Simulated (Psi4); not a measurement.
# triplet AlSiH5 at 3 levels

Aim: a comparison of 3 runs (U-r2SCAN/def2-SVPD, UBHLYP/def2-SVPD, UM06-L/def2-SVPD) of triplet AlSiH5. 

The calculation is run with Psi4 1.11.

2 further runs of the same task are left out: 2 set aside as unsound or not needed.

### Step 1. The system as given

AlSiH5: 7 atoms, total charge 0, spin state triplet. SMILES of the parent species: `[H][Al]([H])[SiH3]`. The shape comes from GFN2-xTB, which is rough for such elements, and wasn't checked as a minimum. That shape belongs to the parent species and isn't relaxed for this state.

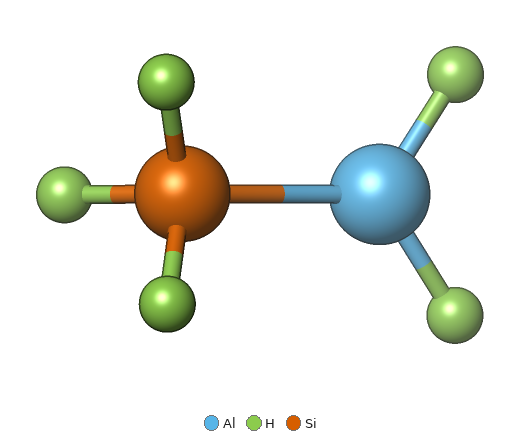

The structure, seen from a chosen angle (aluminium blue, hydrogen green, silicon orange).

### Step 2. Energy and forces at U-r2SCAN/def2-SVPD (run 1)

The input, alh5si.xyz:

```xyz
7
AlH5Si
Al     0.688040     1.201700     0.003860
H      2.245410     1.365000     0.056470
H      0.053380     2.633190    -0.016580
Si    -0.517390    -0.897790    -0.016750
H     -1.851430    -0.836410     0.625620
H      0.177610    -1.992690     0.701130
H     -0.795620    -1.472990    -1.353750
```

The input, alh5si.py:

```python
import psi4

psi4.set_memory(1600000000)
psi4.set_num_threads(1)
psi4.core.set_output_file('alh5si.out', False)

with open('alh5si.xyz') as f:
    atoms = ''.join(f.readlines()[2:])
m = psi4.geometry('0 3\n' + atoms + 'symmetry c1\nno_reorient\nno_com')

psi4.set_options({
    'basis': 'def2-SVPD',
    'reference': 'uks',
    'puream': True,
    'e_convergence': 1e-09,
    'd_convergence': 1e-08,
    'scf_type': 'pk',
    'dft_radial_points': 99,
    'dft_spherical_points': 590,
    'maxiter': 200,
})

e = psi4.gradient('r2scan')
print('gradient / Eh bohr^-1')
print(e.np.round(6))
for k, v in sorted(psi4.core.scalar_variables().items()):
    print(f'{k:45s} {v:18.10f}')
```

Run with:

```bash
python alh5si.py
```

alh5si.out:

```text
[...]
  Running in c1 symmetry.
[...]
  Nuclear repulsion =   75.536553792184819
[...]
  Multiplicity = 3
[...]
  Nalpha       = 17
  Nbeta        = 15
[...]
    Number of basis functions: 88
[...]
   @UKS iter   1:  -534.48222062243087   -2.91457e-01   2.41648e-03 ADIIS/DIIS
[...]
   @UKS iter  17:  -534.52582366152092   -2.38742e-12   4.33129e-09 DIIS
[...]
   @S^2 Observed:                2.006591295E+00
[...]
  @UKS Final Energy:  -534.52582366152092
   => Energetics <=
    Nuclear Repulsion Energy =             75.5365537921848187
    One-Electron Energy =                -890.2158062696632896
    Two-Electron Energy =                 321.4234510565466962
    DFT Exchange-Correlation Energy =     -41.2700222405891850
    Empirical Dispersion Energy =           0.0000000000000000
    VV10 Nonlocal Energy =                  0.0000000000000000
    Total Energy =                       -534.5258236615209171
[...]
  -Total Gradient:
     Atom            X                  Y                   Z
    ------   -----------------  -----------------  -----------------
       1       -0.015901786722    -0.028150747167    -0.003296013095
       2       -0.011502560227     0.017122468193    -0.000031387412
       3        0.020462549780    -0.001475239480     0.001062280774
       4        0.017680323390     0.031317938905    -0.001883664562
       5        0.003944123587    -0.012654396171    -0.003722508705
       6       -0.012548162227    -0.003165376213    -0.004259559624
       7       -0.002098553464    -0.002934714930     0.012136365549
[...]
```

On the terminal:

```text
gradient / Eh bohr^-1
[[-1.5902e-02 -2.8151e-02 -3.2960e-03]
 [-1.1503e-02  1.7122e-02 -3.1000e-05]
 [ 2.0463e-02 -1.4750e-03  1.0620e-03]
 [ 1.7680e-02  3.1318e-02 -1.8840e-03]
 [ 3.9440e-03 -1.2654e-02 -3.7230e-03]
 [-1.2548e-02 -3.1650e-03 -4.2600e-03]
 [-2.0990e-03 -2.9350e-03  1.2136e-02]]
CURRENT ENERGY                                   -534.5258236615
CURRENT REFERENCE ENERGY                         -534.5258236615
DD SOLVATION ENERGY                                 0.0000000000
DFT FUNCTIONAL TOTAL ENERGY                      -534.5258236615
DFT TOTAL ENERGY                                 -534.5258236615
DFT VV10 ENERGY                                     0.0000000000
DFT XC ENERGY                                     -41.2700222406
GRID ELECTRONS ALPHA                               16.9999998653
GRID ELECTRONS BETA                                14.9999999502
GRID ELECTRONS TOTAL                               31.9999998155
NUCLEAR REPULSION ENERGY                           75.5365537922
ONE-ELECTRON ENERGY                              -890.2158062697
PCM POLARIZATION ENERGY                             0.0000000000
PE ENERGY                                           0.0000000000
SCF ITERATION ENERGY                             -534.5258236615
SCF ITERATIONS                                     17.0000000000
SCF TOTAL ENERGY                                 -534.5258236615
TWO-ELECTRON ENERGY                               321.4234510565
XC GRID RADIAL POINTS                              99.0000000000
XC GRID SPHERICAL POINTS                          590.0000000000
XC GRID TOTAL POINTS                           392980.0000000000
```

It took 51 s on 1 thread of AMD EPYC 9R45 (Zen 5), shared host; peak memory 0.89 GiB.

### Step 3. Energy and gradient at UBHLYP/def2-SVPD (run 2)

The input, run.py:

```python
import psi4

psi4.set_memory('1600 MB')
psi4.set_num_threads(1)
psi4.set_output_file('output.dat', False)

mol = psi4.geometry("""
0 3
Al
H 1 1.566792
H 1 1.566006 2 107.93882
Si 1 2.421021 3 126.21416 2 179.37182
H 4 1.481914 1 114.1175 3 -29.88858
H 4 1.48229 5 104.04856 1 124.5524
H 4 1.481835 5 103.77787 6 108.31647
symmetry c1
""")

psi4.set_options({
    'basis': 'def2-SVPD',
    'reference': 'uks',
    'puream': True,
    'e_convergence': 1e-09,
    'd_convergence': 1e-08,
    'scf_type': 'pk',
    'dft_radial_points': 99,
    'dft_spherical_points': 590,
    'maxiter': 200,
})

E, wfn = psi4.gradient('bhhlyp', return_wfn=True)
psi4.oeprop(wfn, 'QUADRUPOLE', 'MAYER_INDICES', 'DIPOLE', title='BHHLYP')
print('gradient / Eh bohr^-1')
print(E.np.round(6))
print(f'energy = {wfn.energy():.10f} Eh')
```

Run with:

```bash
python run.py
```

output.dat:

```text
[...]
  Running in c1 symmetry.
[...]
  Nuclear repulsion =   75.536560345480197
[...]
  Multiplicity = 3
[...]
  Nalpha       = 17
  Nbeta        = 15
[...]
    Number of basis functions: 88
[...]
   @UKS iter   1:  -534.54573594810256   -4.43224e-01   1.57980e-03 ADIIS/DIIS
[...]
   @UKS iter  15:  -534.56795995862603   -2.22826e-11   6.43542e-09 DIIS
[...]
   @S^2 Observed:                2.004628429E+00
[...]
  @UKS Final Energy:  -534.56795995862603
   => Energetics <=
    Nuclear Repulsion Energy =             75.5365603454801970
    One-Electron Energy =                -890.1955151819871617
    Two-Electron Energy =                 301.3392854135246353
    DFT Exchange-Correlation Energy =     -21.2482905356437293
    Empirical Dispersion Energy =           0.0000000000000000
    VV10 Nonlocal Energy =                  0.0000000000000000
    Total Energy =                       -534.5679599586260338
[...]
  -Total Gradient:
     Atom            X                  Y                   Z
    ------   -----------------  -----------------  -----------------
       1        0.003640436773    -0.034388038478    -0.024867751808
       2       -0.000611495247     0.019015779715    -0.004599441366
       3       -0.000642567689     0.001369975885     0.019490491547
       4        0.003012398325     0.039121845754     0.027847959799
       5        0.001642578487    -0.013879465888    -0.001828322055
       6        0.001598689201    -0.006196951427    -0.012416285130
       7       -0.008639687132    -0.005042872480    -0.003626439891
[...]
```

On the terminal:

```text
gradient / Eh bohr^-1
[[ 0.00364  -0.034388 -0.024868]
 [-0.000611  0.019016 -0.004599]
 [-0.000643  0.00137   0.01949 ]
 [ 0.003012  0.039122  0.027848]
 [ 0.001643 -0.013879 -0.001828]
 [ 0.001599 -0.006197 -0.012416]
 [-0.00864  -0.005043 -0.003626]]
energy = -534.5679599586 Eh
```

It took 19 s on 1 thread of AMD EPYC 9R45 (Zen 5), shared host; peak memory 0.78 GiB.

### Step 4. The energy at UM06-L/def2-SVPD (run 3)

The input, run.py:

```python
import psi4

psi4.set_memory(1600000000)
psi4.set_num_threads(1)
psi4.set_output_file('output.dat', False)

molecule = psi4.geometry("""
0 3
Al     0.688040     1.201700     0.003860
H      2.245410     1.365000     0.056470
H      0.053380     2.633190    -0.016580
Si    -0.517390    -0.897790    -0.016750
H     -1.851430    -0.836410     0.625620
H      0.177610    -1.992690     0.701130
H     -0.795620    -1.472990    -1.353750
symmetry c1
""")

options = {'reference': 'uks', 'puream': True, 'e_convergence': 1e-09, 'd_convergence': 1e-08, 'scf_type': 'pk', 'dft_radial_points': 99, 'dft_spherical_points': 590, 'maxiter': 200}
psi4.set_options(options)

e_tot, wfn = psi4.energy("m06-l/def2-SVPD", return_wfn=True)
psi4.oeprop(wfn, "DIPOLE", "WIBERG_LOWDIN_INDICES", "MAYER_INDICES")
print(f'm06-l/def2-SVPD energy: {e_tot:.10f} Eh')
```

Run with:

```bash
python run.py
```

output.dat:

```text
[...]
  Running in c1 symmetry.
[...]
  Nuclear repulsion =   75.536553792184819
[...]
  Multiplicity = 3
[...]
  Nalpha       = 17
  Nbeta        = 15
[...]
    Number of basis functions: 88
[...]
   @UKS iter   1:  -534.53686304686062   -3.15371e-01   2.34315e-03 ADIIS/DIIS
[...]
   @UKS iter  16:  -534.57678704485670   -6.82121e-13   5.46343e-09 DIIS
[...]
   @S^2 Observed:                2.005140698E+00
[...]
  @UKS Final Energy:  -534.57678704485670
   => Energetics <=
    Nuclear Repulsion Energy =             75.5365537921848187
    One-Electron Energy =                -890.4277234751912147
    Two-Electron Energy =                 321.6681703589832750
    DFT Exchange-Correlation Energy =     -41.3537877208335161
    Empirical Dispersion Energy =           0.0000000000000000
    VV10 Nonlocal Energy =                  0.0000000000000000
    Total Energy =                       -534.5767870448567010
[...]
 Multipole Moments:
 ------------------------------------------------------------------------------------
     Multipole            Electronic (a.u.)      Nuclear  (a.u.)        Total (a.u.)
 ------------------------------------------------------------------------------------
 L = 1.  Multiply by 2.5417464519 to convert [e a0] to [Debye]
 Dipole X            :          0.6127684           -1.0562803           -0.4435119
 Dipole Y            :          1.0860169           -1.8601714           -0.7741545
 Dipole Z            :         -0.0832196            0.0302928           -0.0529268
 Magnitude           :                                                    0.8937669
[...]
```

The script printed:

```text
m06-l/def2-SVPD energy: -534.5767870449 Eh
```

Wall time 41 s (1 thread of AMD EPYC 9R45 (Zen 5), shared host); peak memory 0.89 GiB.

### Step 5. The series

```
run               level      task  energy (Eh)  dipole moment (D)  HOMO energy (eV)   ⟨S²⟩  wall time
  1  U-r2SCAN/def2-SVPD  gradient  -534.525824               2.29             -3.92  2.007       51 s
  2    UBHLYP/def2-SVPD  gradient  -534.567960               2.48             -4.94  2.005       19 s
  3    UM06-L/def2-SVPD    energy  -534.576787               2.27             -3.62  2.005       41 s
```

### Step 6. What came out

| quantity | value |
| --- | --- |
| run 3: total energy | -534.57679 Eh |
| run 3: dipole moment | 2.27 D |
| run 3: HOMO energy (highest over α and β) | -3.62 eV |
| run 3: ⟨S²⟩ | 2.005 |

What this shows: The dipole moment (its size) runs from 2.27 D (UM06-L/def2-SVPD) to 2.48 D (UBHLYP/def2-SVPD). Totals of different functionals can't be ranked against each other. All runs together took 1.8 min, the longest 51 s.
